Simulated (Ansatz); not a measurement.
# C2H7Al (SMILES C[CH2][AlH2]) at CCSD/6-311+G(d,p)

Aim: the vertical electron affinity of C2H7Al at CCSD/6-311+G**, from 2 runs. 

Program for the calculation: Ansatz 0.2.0.

21 further runs of the same task are left out: 21 set aside as unsound or not needed. Runs told in other sessions of the task aren't counted.

## 1. Starting point

The species is C2H7Al (10 atoms), meant as a singlet with charge 0. As SMILES, `C[CH2][AlH2]`. Geometry: relaxed at PBE0-D4/def2-TZVP.

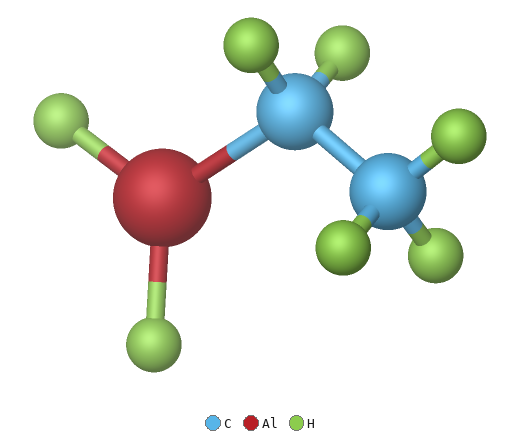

Viewed from a chosen angle; carbon blue, aluminium red, hydrogen green.

## 2. A single-point energy at CCSD/6-311+G(d,p)

Contents of input.yaml:

```yaml
crystal:
  periodic: [false, false, false]
  atoms:
    - {symbol: C, position_ang: [-0.939200, 0.315000, -0.881100]}
    - {symbol: C, position_ang: [-0.218500, -0.592500, 0.114200]}
    - {symbol: Al, position_ang: [1.379400, 0.134900, 0.981700]}
    - {symbol: H, position_ang: [-1.818700, -0.166800, -1.319100]}
    - {symbol: H, position_ang: [-0.285500, 0.607100, -1.707400]}
    - {symbol: H, position_ang: [-1.279400, 1.241200, -0.410000]}
    - {symbol: H, position_ang: [0.075900, -1.534200, -0.370400]}
    - {symbol: H, position_ang: [-0.905800, -0.910100, 0.910700]}
    - {symbol: H, position_ang: [2.176600, -0.747600, 2.039500]}
    - {symbol: H, position_ang: [1.898300, 1.601800, 0.644700]}
basis:
  gaussian:
    orbitals: 6-311+G_st__st_-spherical.json
accuracy: high
scf:
  omitted_lower_state_checks: [cluster_reference, increment]
correlation:
  method: ccsd
  frozen_orbitals: {Al: 5, C: 1, H: 0}
```

The basis set 6-311+G** is read from a file made from the Basis Set Exchange's data (not shown).

Run with:

```
ansatz run input.yaml --threads 1 --pin off --max-ram 2610MiB --events-out events.jsonl --progress --plain --runs-dir runs
```

Output (excerpt; [...] marks lines left out):

```text
Warning: RAYON_NUM_THREADS=1 ignored (pool sized by the plan → 1); use --threads N
Functional definition: HF
  name "HF"
[...]
2258 factors; integrals over basis functions are off by at most 4.2e-9 eV
[...]
mean field -8754.81081638 eV, -321.7333632782 hartree, gradient 1.9e-8 eV, S^2 0.000000; 0 other end points of the search recorded, 0 dependent functions left out
7 core orbitals not correlated: weight in the atoms' cores, before any rotation towards them, 1.000 or more for the frozen orbitals, at most 0.000 for the correlated occupied ones
reference -8754.81081638 eV, -321.7333632782 hartree; 9, 9 occupied and 100, 100 virtual orbitals, 2258 factors
second order -10.41054600 eV of doubles, -0.00000000 eV of singles
cycle   1  -11.26926358 eV  change   -8.6e-1 eV  update   7.1e-2
[...]
cycle  19  -11.66872737 eV  change   8.7e-10 eV  update   1.9e-9
Total energy: -8766.47954375 eV, -322.1621810997 hartree
Checks for a lower state left out: cluster_reference, increment
```

Wall time 21 s (1 thread of Arm Neoverse V1, shared host); peak memory 1 GiB.

## 3. The doublet anion, same level

Contents of in.yaml:

```yaml
crystal:
  periodic: [false, false, false]
  atoms:
    - {symbol: C, position_ang: [-0.939200, 0.315000, -0.881100]}
    - {symbol: C, position_ang: [-0.218500, -0.592500, 0.114200]}
    - {symbol: Al, position_ang: [1.379400, 0.134900, 0.981700]}
    - {symbol: H, position_ang: [-1.818700, -0.166800, -1.319100]}
    - {symbol: H, position_ang: [-0.285500, 0.607100, -1.707400]}
    - {symbol: H, position_ang: [-1.279400, 1.241200, -0.410000]}
    - {symbol: H, position_ang: [0.075900, -1.534200, -0.370400]}
    - {symbol: H, position_ang: [-0.905800, -0.910100, 0.910700]}
    - {symbol: H, position_ang: [2.176600, -0.747600, 2.039500]}
    - {symbol: H, position_ang: [1.898300, 1.601800, 0.644700]}
basis:
  gaussian: {orbitals: 6-311+G_st__st_-spherical.json}
scf: {omitted_lower_state_checks: [cluster_reference, increment]}
magnetization: {spin_polarized: true, initial_magnetization: 1}
correlation: {method: ccsd, frozen_orbitals: {Al: 5, C: 1, H: 0}}
total_charge: -1
accuracy: high
```

The basis set 6-311+G** is read from a file made from the Basis Set Exchange's data (not shown).

Run with:

```
ansatz run in.yaml --threads 1 --pin off --max-ram 2610MiB --events-out events.jsonl --progress --plain --runs-dir runs
```

Output (excerpt; [...] marks lines left out):

```text
Warning: RAYON_NUM_THREADS=1 ignored (pool sized by the plan → 1); use --threads N
[... 2 set-up lines as earlier in the session ...]
[...]
2258 factors; integrals over basis functions are off by at most 4.2e-9 eV
[...]
mean field -8754.13872795 eV, -321.7086644839 hartree, gradient 4.7e-8 eV, S^2 0.758319; 7 other end points of the search recorded, 0 dependent functions left out
7 core orbitals not correlated: weight in the atoms' cores, before any rotation towards them, 1.000 or more for the frozen orbitals, at most 0.000 for the correlated occupied ones
reference -8754.13872795 eV, -321.7086644839 hartree; 10, 9 occupied and 99, 100 virtual orbitals, 2258 factors
second order -10.70729482 eV of doubles, -0.00000000 eV of singles
cycle   1  -11.57756449 eV  change   -8.7e-1 eV  update   7.9e-2
[...]
cycle  25  -12.00398486 eV  change  -4.2e-11 eV  update   1.4e-9
Total energy: -8766.14271282 eV, -322.1498027910 hartree
Checks for a lower state left out: cluster_reference, increment
```

It took 92 s on 1 thread of Arm Neoverse V1, shared host; peak memory 2.3 GiB.

## 4. Summary of results

At CCSD/6-311+G**, 7 core orbitals frozen:

| quantity | value |
| --- | --- |
| singlet C2H7Al: total energy | -322.16218 Eh |
| singlet C2H7Al: correlation energy (7 core orbitals frozen) | -428.8 mEh |
| singlet C2H7Al: T1 diagnostic | 0.009 |
| doublet anion: total energy | -322.14980 Eh |
| doublet anion: correlation energy (7 core orbitals frozen) | -441.1 mEh |
| doublet anion: ⟨S²⟩ of the reference determinant | 0.758 |
| doublet anion: T1 diagnostic | 0.015 |
| vertical electron affinity (to the doublet anion) | -0.337 eV |

What this shows: The anion lies 0.34 eV (32.5 kJ/mol) above the neutral: the electron isn't bound at this level, and such a value depends on the basis.
